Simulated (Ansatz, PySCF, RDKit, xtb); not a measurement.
# TiHSeCl3: ranking a sample of isomers

Which of a sample of isomers of TiHSeCl3 is the most stable in the gas at 298.15 K, and what are its properties? The sample is small against all isomers, and the most stable one of this formula need not be in it. One structure proposed beforehand is put among the starts (marked given), to see whether the search confirms or beats it.

The funnel: GFN2-xTB relaxations, single points with a density functional, relaxations at PBE0-D4/def2-SVP, harmonic vibrations (at GFN2-xTB), and a last energy at a higher level. All values are calculated.

1 further run of the same task is left out (set aside as unsound or not needed).

### 1 Drawing up candidates

Isomers were drawn by moving bonds and hydrogen atoms under normal valences; this is a sample, not all of them. O–O, O–halogen and N–halogen bonds and N–N–N chains are not drawn. That gives 1 candidate.

```
label                     SMILES     spin
 c413  [Cl][Ti]([Cl])([Cl])[SeH]  singlet
```

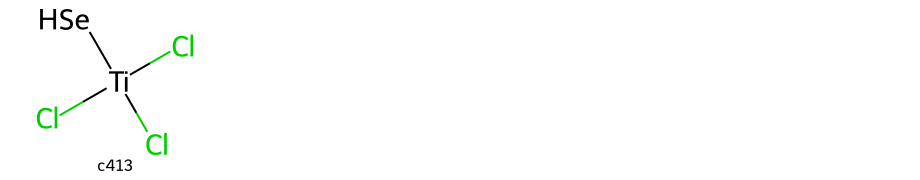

Structural formulas of the candidates.

Candidates are built by distance geometry, with a force field where one applies, in up to four conformers (letters a to d). 6 more come from a given structure, shaken or with two atoms exchanged.

### 2 First filter: tight binding

All 8 starts are relaxed the same way. One of them, c377 (given structure with two atoms exchanged), in full:

Contents of start.xyz:

```xyz
6
c377
Cl    -0.862370    -1.391680     1.620450
Cl    -0.007740     1.885770     0.205010
Cl    -0.446180    -1.141060    -1.772320
Se     2.311570    -0.931660     0.344740
Ti     0.267490    -0.465990     0.097660
H     -1.262760     2.044630    -0.495550
```

Started as:

```console
$ xtb start.xyz --gfn 2 --opt
```

Standard output, shortened:

```text
* xtb version 6.7.1
[...]
          :  # basis functions                  51          :
[...]
          :  # electrons                        32          :
[...]
          :  Hamiltonian                  GFN2-xTB          :
[...]
          :  net charge                          0          :
          :  unpaired electrons                  0          :
[...]
   *** convergence criteria satisfied after 16 iterations ***
[...]
   *** GEOMETRY OPTIMIZATION CONVERGED AFTER 61 ITERATIONS ***
[...]
   *** convergence criteria satisfied after 3 iterations ***
[...]
         ::                     SUMMARY                     ::
         :::::::::::::::::::::::::::::::::::::::::::::::::::::
         :: total energy             -19.123291448489 Eh    ::
         :: gradient norm              0.000599581113 Eh/a0 ::
         :: HOMO-LUMO gap              1.143048578063 eV    ::
         ::.................................................::
         :: SCC energy               -19.170729014651 Eh    ::
         :: -> isotropic ES            0.062248238004 Eh    ::
         :: -> anisotropic ES         -0.012746099032 Eh    ::
         :: -> anisotropic XC         -0.018104516820 Eh    ::
         :: -> dispersion             -0.006624373733 Eh    ::
         :: repulsion energy           0.047437566162 Eh    ::
         :: add. restraining           0.000000000000 Eh    ::
         :: total charge              -0.000000000017 e     ::
         :::::::::::::::::::::::::::::::::::::::::::::::::::::
[...]
        16        2.0000           -0.3960566             -10.7772 (HOMO)
        17                         -0.3540503              -9.6342 (LUMO)
[...]
     #   Z          covCN         q      C6AA      α(0)
     1  17          0.761    -0.321   109.271    15.990
     2  17          1.549    -0.052   100.801    15.360
     3  17          0.761    -0.321   109.252    15.989
     4  34          0.841    -0.500   243.356    27.340
     5  22          3.059     0.810   105.472    25.078
     6   1          0.844     0.384     0.511     1.121
[...]
     #   Z sym  total        # sym  WBO       # sym  WBO       # sym  WBO
 ---------------------------------------------------------------------------
     1  17      1.218 --     5      1.099
     2  17      1.436 --     6      0.842     5      0.532
     3  17      1.219 --     5      1.100
     4  34      2.184 --     5      2.052
     5  22      4.793 --     4      2.052     3      1.100     1      1.099
                             2      0.532
     6   1      0.853 --     2      0.842
 ---------------------------------------------------------------------------
[...]
molecular dipole:
                 x           y           z       tot (Debye)
 q only:       -0.994       2.118      -0.151
   full:       -2.376       0.240      -0.192       6.089
molecular quadrupole (traceless):
[...]
          | TOTAL ENERGY              -19.123291448489 Eh   |
          | GRADIENT NORM               0.000599581113 Eh/α |
          | HOMO-LUMO GAP               1.143048578063 eV   |
           -------------------------------------------------
[...]
```

Wall time 0.52 s (2 threads of Arm Neoverse V1, shared host).

### 3 What the search left

8 of the 8 relaxations converged; 5 ended on a minimum already found. 3 distinct structures remain:

```
label    start                 SMILES after     spin  energy (kcal/mol)
 c254  altered    [Cl][Ti]([Cl])([Cl])[SeH]  singlet                0.0
 c723  altered  [Cl][Ti]([Cl])([ClH])[Se] ‡  singlet               26.4
 c216  altered    [Cl][Ti]([Cl])([Cl])[SeH]  triplet               53.6
```

‡ marks the bonded skeleton alone, with all bonds drawn single: no Lewis structure was assigned that passes a check against the bond lengths.

GFN2-xTB has no spin polarisation, so it can't rank spin states and is rough for open shells.

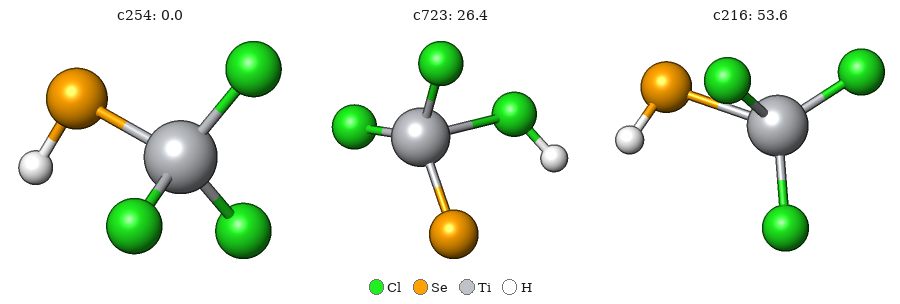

The 3 lowest minima that did not fall apart, with their GFN2-xTB energies in kcal/mol.

### 4 Single points on the low minima

A choice of the minima (the low ones first, few conformers of a pattern, up to a cap) and the lowest that fell apart get a single point at r2SCAN-D4/def2-SVP on the tight-binding geometry, and one at HF/STO-3G for comparison. The lowest singlets are also tried as triplets at the same geometry (label ending in t). The first, c254:

Contents of input.yaml:

```yaml
crystal:
  periodic: [false, false, false]
  atoms:
    - {symbol: Cl, position_ang: [-1.116978, -1.248218, 1.531516]}
    - {symbol: Cl, position_ang: [2.248283, -1.012107, 0.708439]}
    - {symbol: Cl, position_ang: [-0.190252, -1.187630, -1.759556]}
    - {symbol: Se, position_ang: [0.118350, 1.903439, 0.160832]}
    - {symbol: Ti, position_ang: [0.285833, -0.460016, 0.164524]}
    - {symbol: H, position_ang: [-1.265299, 2.056630, -0.237115]}
basis:
  gaussian:
    orbitals: def2-SVP
hamiltonian:
  xc: {name: r2SCAN}
  dispersion: d4
scf:
  lower_state_search: off
output: {orbitals: {seedname: orbitals}}
```

Started as:

```console
$ ansatz run input.yaml --threads 2 --pin off --max-ram 5220MiB --events-out events.jsonl --progress --plain --runs-dir runs
```

Standard output, shortened:

```text
Warning: RAYON_NUM_THREADS=2 ignored (pool sized by the plan → 2); use --threads N
Functional definition: r2SCAN
  name "r2SCAN"
[...]
1369 factors; their error is unknown
[...]
mean field -126030.37538588 eV, -4631.5308689746 hartree, gradient 6.6e-6 eV, S^2 0.000000; 0 other end points of the search recorded, 0 dependent functions left out
reference -126030.37542443 eV, -4631.5308703913 hartree; 54, 54 occupied and 68, 68 virtual orbitals, 1369 factors
Total energy: -126030.43931126 eV, -4631.5332181888 hartree
Checks for a lower state left out: stability, starts, cluster_reference, orbital_swaps, neighbouring_geometries, increment
```

Wall time 4.2 s (2 threads of Arm Neoverse V1, shared host); peak memory 0.19 GiB.

Relative energies in kcal/mol, each column from its lowest structure that stays in one piece:

```
label                       SMILES     spin  GFN2-xTB  HF/STO-3G  r2SCAN-D4/def2-SVP
 c254    [Cl][Ti]([Cl])([Cl])[SeH]  singlet       0.0        0.0                 0.0
 c723  [Cl][Ti]([Cl])([ClH])[Se] ‡  singlet      26.4       93.3                39.2
 c216    [Cl][Ti]([Cl])([Cl])[SeH]  triplet      53.6       80.1                45.6
c723t  [Cl][Ti]([Cl])([ClH])[Se] ‡  triplet         –          –                83.3
```

‡ marks the bonded skeleton alone, with all bonds drawn single: no Lewis structure was assigned that passes a check against the bond lengths.

### 5 Third filter: density-functional geometries

3 candidates are relaxed at PBE0-D4/def2-SVP (chosen among the lowest in one piece, with other spins of them). The first, c254:

Edit input.yaml of step 4 so:

```diff
@@ -13,6 +13,7 @@
 hamiltonian:
-  xc: {name: r2SCAN}
+  xc: {name: PBE0}
   dispersion: d4
 scf:
-  lower_state_search: off
-output: {orbitals: {seedname: orbitals}}
+  lower_state_search: "off"
+relax:
+  f_tol: 0.006
```

Started as:

```console
$ ansatz run input.yaml --threads 2 --pin off --max-ram 5220MiB --events-out events.jsonl --progress --plain --runs-dir runs
```

Standard output, shortened:

```text
Warning: RAYON_NUM_THREADS=2 ignored (pool sized by the plan → 2); use --threads N
[...]
Functional definition: PBE0
  name "PBE0"
[...]
1292 factors; integrals over basis functions are off by at most 3.7e-4 eV
[...]
mean field -126007.29440644 eV, -4630.6826586248 hartree, gradient 3.3e-6 eV, S^2 0.000000; 0 other end points of the search recorded, 0 dependent functions left out
[...]
reference -126007.29447888 eV, -4630.6826612871 hartree; 54, 54 occupied and 68, 68 virtual orbitals, 1292 factors
relax step   1: F+E_penalty+E_count = -126007.54453854 eV  Δ(F+E_penalty+E_count) = +0.000e0 eV  max|allowed force component| = 9.128e-1 eV/Å  Δτ_max = 0.0000 Å  (17 SCF iters, accepted)
[...]
relax step   6: F+E_penalty+E_count = -126007.67413856 eV  Δ(F+E_penalty+E_count) = +3.997e-4 eV  max|allowed force component| = 7.048e-2 eV/Å  Δτ_max = 0.0166 Å  (25 SCF iters, rejected (line search))
[...]
relax step   7: F+E_penalty+E_count = -126007.67456689 eV  Δ(F+E_penalty+E_count) = -2.859e-5 eV  max|allowed force component| = 7.144e-4 eV/Å  Δτ_max = 0.0045 Å  (16 SCF iters, accepted)
Total energy: -126007.67463976 eV, -4630.6966319418 hartree
Atom 0 at    -1.201350    -1.208158     1.567934 Å, force    -0.000012    -0.000061    -0.000093 eV/Å
Atom 1 at     2.277889    -0.914882     0.718653 Å, force    -0.000069    -0.000004     0.000041 eV/Å
Atom 2 at    -0.240410    -1.148056    -1.834285 Å, force    -0.000022    -0.000073     0.000052 eV/Å
Atom 3 at     0.205029     1.925982     0.182992 Å, force     0.000673    -0.000366     0.000056 eV/Å
Atom 4 at     0.253065    -0.454014     0.154695 Å, force     0.000145     0.000420     0.000002 eV/Å
Atom 5 at    -1.214286     1.851224    -0.221348 Å, force    -0.000714     0.000084    -0.000058 eV/Å
Dipole moment:    -0.104160     0.162143    -0.026842 e Å
Checks for a lower state left out: stability, starts, cluster_reference, orbital_swaps, neighbouring_geometries, increment
```

Wall time 29 s (2 threads of Arm Neoverse V1, shared host); peak memory 0.33 GiB.

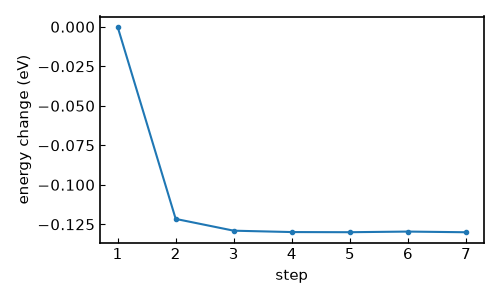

Energy along the run, all evaluated steps.

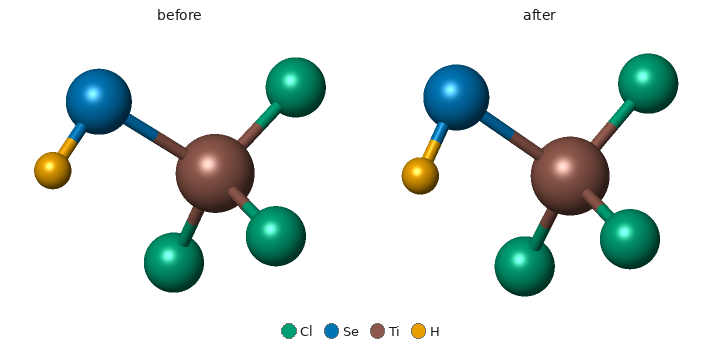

Before and after, at one scale.

After the run. Bond lengths: Cl1–Ti5 2.164 Å, Cl2–Ti5 2.152 Å, Cl3–Ti5 2.164 Å, Se4–Ti5 2.381 Å, Se4–H6 1.478 Å. Angles: Cl1–Ti5–Cl2 112.7°, Cl1–Ti5–Cl3 109.6°, Cl1–Ti5–Se4 109.1°, Cl2–Ti5–Cl3 112.8°, Cl2–Ti5–Se4 103.3°, Cl3–Ti5–Se4 109.1°, Ti5–Se4–H6 88.0°.

### 6 After refinement

```
label     spin  r2SCAN-D4/def2-SVP (kcal/mol)  PBE0-D4/def2-SVP, relaxed (kcal/mol)     time                  note
 c723  singlet                           39.2                                   0.0    2 min  same minimum as c254
 c254  singlet                            0.0                                   0.0     29 s                      
 c216  triplet                           45.6                                  35.0  2.7 min
```

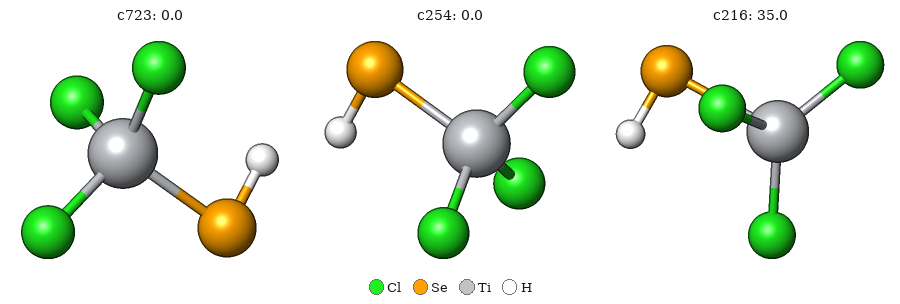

The relaxed structures, with energies at PBE0-D4/def2-SVP in kcal/mol.

### 7 Vibrations and thermal terms

The lowest few in one piece go on as finalists. In this search the thermal terms come from GFN2-xTB at its own nearest minimum. The first, c254:

Contents of start.xyz:

```xyz
6
c254
Cl    -1.201350    -1.208158     1.567934
Cl     2.277889    -0.914882     0.718653
Cl    -0.240410    -1.148056    -1.834285
Se     0.205029     1.925982     0.182992
Ti     0.253065    -0.454014     0.154695
H     -1.214286     1.851224    -0.221348
```

Started as:

```console
$ xtb start.xyz --gfn 2 --ohess tight
```

Standard output, shortened:

```text
* xtb version 6.7.1
[...]
          :  # basis functions                  51          :
[...]
          :  # electrons                        32          :
[...]
          :  Hamiltonian                  GFN2-xTB          :
[...]
          :  net charge                          0          :
          :  unpaired electrons                  0          :
[...]
   *** convergence criteria satisfied after 15 iterations ***
[...]
   *** GEOMETRY OPTIMIZATION CONVERGED AFTER 9 ITERATIONS ***
[...]
   *** convergence criteria satisfied after 3 iterations ***
[...]
         ::                     SUMMARY                     ::
         :::::::::::::::::::::::::::::::::::::::::::::::::::::
         :: total energy             -19.165308980634 Eh    ::
         :: gradient norm              0.000060635214 Eh/a0 ::
         :: HOMO-LUMO gap              1.831603735195 eV    ::
         ::.................................................::
         :: SCC energy               -19.212996222354 Eh    ::
         :: -> isotropic ES            0.045991380486 Eh    ::
         :: -> anisotropic ES         -0.007531280084 Eh    ::
         :: -> anisotropic XC         -0.003885251404 Eh    ::
         :: -> dispersion             -0.006860564668 Eh    ::
         :: repulsion energy           0.047687241720 Eh    ::
         :: add. restraining           0.000000000000 Eh    ::
         :: total charge              -0.000000000000 e     ::
         :::::::::::::::::::::::::::::::::::::::::::::::::::::
[...]
        16        2.0000           -0.4196009             -11.4179 (HOMO)
        17                         -0.3522904              -9.5863 (LUMO)
[...]
     #   Z          covCN         q      C6AA      α(0)
     1  17          0.762    -0.253   107.003    15.823
     2  17          0.762    -0.248   106.836    15.811
     3  17          0.762    -0.253   107.003    15.823
     4  34          1.760    -0.278   245.105    27.282
     5  22          3.115     0.825   105.290    25.057
     6   1          0.924     0.208     1.059     1.609
[...]
          | TOTAL ENERGY              -19.165308980668 Eh   |
          | TOTAL ENTHALPY            -19.145195219542 Eh   |
          | TOTAL FREE ENERGY         -19.192310092658 Eh   |
          | GRADIENT NORM               0.000060465082 Eh/α |
[...]
```

Wall time 0.25 s (2 threads of Arm Neoverse V1, shared host).

### 8 Thermal terms of the finalists

As xtb prints them, at 298.15 K, with its own treatment of low modes:

```
label                     SMILES     spin  lowest mode (cm⁻¹)  zero-point (kcal/mol)  G − E (kcal/mol)
 c254  [Cl][Ti]([Cl])([Cl])[SeH]  singlet                  51                    6.4             -16.9
 c216  [Cl][Ti]([Cl])([Cl])[SeH]  triplet                  35                    6.2             -17.2
```

### 9 Energies at the top level

Each finalist gets a single point at CCSD(T)/def2-SVP + MP2/def2-TZVPP - MP2/def2-SVP.

c254, CCSD(T)/def2-SVP:

Contents of input.yaml:

```yaml
crystal:
  periodic: [false, false, false]
  atoms:
    - {symbol: Cl, position_ang: [-1.201350, -1.208158, 1.567934]}
    - {symbol: Cl, position_ang: [2.277889, -0.914882, 0.718653]}
    - {symbol: Cl, position_ang: [-0.240410, -1.148056, -1.834285]}
    - {symbol: Se, position_ang: [0.205029, 1.925982, 0.182992]}
    - {symbol: Ti, position_ang: [0.253065, -0.454014, 0.154695]}
    - {symbol: H, position_ang: [-1.214286, 1.851224, -0.221348]}
basis:
  gaussian:
    orbitals: def2-SVP
magnetization:
  spin_polarized: false
correlation:
  method: ccsd_t
  frozen_orbitals: {Se: 9, Cl: 5, Ti: 5, H: 0}
```

Started as:

```console
$ ansatz run input.yaml --threads 2 --pin off --max-ram 5220MiB --events-out events.jsonl --progress --plain --runs-dir runs
```

Standard output, shortened:

```text
Warning: RAYON_NUM_THREADS=2 ignored (pool sized by the plan → 2); use --threads N
Functional definition: HF
  name "HF"
[...]
1183 factors; integrals over basis functions are off by at most 1.2e-3 eV
[...]
mean field -125898.72882110 eV, -4626.6929469521 hartree, gradient 6.9e-6 eV, S^2 0.000000; 0 other end points of the search recorded, 0 dependent functions left out
29 core orbitals not correlated: weight in the atoms' cores, before any rotation towards them, 1.000 or more for the frozen orbitals, at most 0.000 for the correlated occupied ones
reference -125898.72882110 eV, -4626.6929469521 hartree; 25, 25 occupied and 68, 68 virtual orbitals, 1183 factors
second order -26.36733705 eV of doubles, -0.00000000 eV of singles
cycle   1  -25.14973340 eV  change     1.2e0 eV  update   3.2e-1
[...]
cycle  15  -26.64088201 eV  change    6.6e-6 eV  update   1.1e-5
perturbative correction -1.39872978 eV, -0.0514023712 hartree
Total energy: -125926.76843289 eV, -4627.7233836794 hartree
```

Run time: 31 s. Hardware: 2 threads of Arm Neoverse V1, shared host; peak memory 0.59 GiB.

### 10 c254 at MP2/def2-TZVPP

Edit input.yaml of step 9 so:

```diff
@@ -11,7 +11,5 @@
   gaussian:
-    orbitals: def2-SVP
-magnetization:
-  spin_polarized: false
+    orbitals: def2-TZVPP
 correlation:
-  method: ccsd_t
+  method: mp2
   frozen_orbitals: {Se: 9, Cl: 5, Ti: 5, H: 0}
```

Started as:

```console
$ ansatz run input.yaml --threads 2 --pin off --max-ram 5220MiB --events-out events.jsonl --progress --plain --runs-dir runs
```

Standard output:

```text
Warning: RAYON_NUM_THREADS=2 ignored (pool sized by the plan → 2); use --threads N
[... 2 set-up lines as earlier in the session ...]
  exchange = exact_x
  correlation = 0
1596 factors; integrals over basis functions are off by at most 8.3e-4 eV
mean field evaluation 1: about -125917.5931 eV, gradient 4.4e1 eV
mean field evaluation 2: about -125917.8506 eV, gradient 4.4e1 eV
mean field evaluation 4: about -125923.0948 eV, gradient 6.0e0 eV
mean field evaluation 8: about -125923.2498 eV, gradient 8.6e-1 eV
mean field evaluation 16: about -125923.2606 eV, gradient 1.2e-6 eV
mean field -125923.26063767 eV, -4627.5944745827 hartree, gradient 1.6e-6 eV, S^2 0.000000; 0 other end points of the search recorded, 0 dependent functions left out
29 core orbitals not correlated: weight in the atoms' cores, before any rotation towards them, 1.000 or more for the frozen orbitals, at most 0.000 for the correlated occupied ones
reference -125923.26063767 eV, -4627.5944745827 hartree; 25, 25 occupied and 198, 198 virtual orbitals, 1596 factors
second order -35.19763701 eV of doubles, -0.00000000 eV of singles
Total energy: -125958.45827468 eV, -4628.8879638849 hartree
```

It took 15 s on 2 threads of Arm Neoverse V1, shared host; peak memory 0.77 GiB.

### 11 c216 at CCSD(T)/def2-SVP

Contents of input.yaml:

```yaml
crystal:
  periodic: [false, false, false]
  atoms:
    - {symbol: Cl, position_ang: [-1.605181, -1.795964, 0.298301]}
    - {symbol: Cl, position_ang: [2.082295, -1.590585, -0.928525]}
    - {symbol: Cl, position_ang: [0.773441, 0.797084, 1.718756]}
    - {symbol: Se, position_ang: [-0.114728, 1.659242, -0.888508]}
    - {symbol: Ti, position_ang: [0.313361, -0.747937, 0.060825]}
    - {symbol: H, position_ang: [-1.449179, 1.678170, -0.260858]}
basis:
  gaussian: {orbitals: def2-SVP}
scf: {omitted_lower_state_checks: [cluster_reference]}
correlation: {method: ccsd_t, frozen_orbitals: {Se: 9, Cl: 5, Ti: 5, H: 0}}
magnetization: {spin_polarized: true, initial_magnetization: 2}
```

Started as:

```console
$ ansatz run input.yaml --threads 2 --pin off --max-ram 5220MiB --events-out events.jsonl --progress --plain --runs-dir runs
```

Standard output, shortened:

```text
Warning: RAYON_NUM_THREADS=2 ignored (pool sized by the plan → 2); use --threads N
[... 2 set-up lines as earlier in the session ...]
[...]
1186 factors; integrals over basis functions are off by at most 1.0e-3 eV
[...]
mean field -125899.47786932 eV, -4626.7204739666 hartree, gradient 7.6e-6 eV, S^2 2.015419; 9 other end points of the search recorded, 0 dependent functions left out
29 core orbitals not correlated: weight in the atoms' cores, before any rotation towards them, 1.000 or more for the frozen orbitals, at most 0.000 for the correlated occupied ones
reference -125899.47786932 eV, -4626.7204739666 hartree; 26, 24 occupied and 67, 69 virtual orbitals, 1186 factors
second order -23.32177085 eV of doubles, -0.00000000 eV of singles
cycle   1  -23.97787531 eV  change   -6.6e-1 eV  update   1.6e-1
[...]
cycle  19  -24.79887595 eV  change   -8.6e-6 eV  update   6.2e-5
perturbative correction -0.79461234 eV, -0.0292014651 hartree
Total energy: -125925.07135762 eV, -4627.6610173134 hartree
Checks for a lower state left out: cluster_reference
```

It took 2.6 min on 2 threads of Arm Neoverse V1, shared host; peak memory 1.4 GiB.

[end of part 1 of 2]
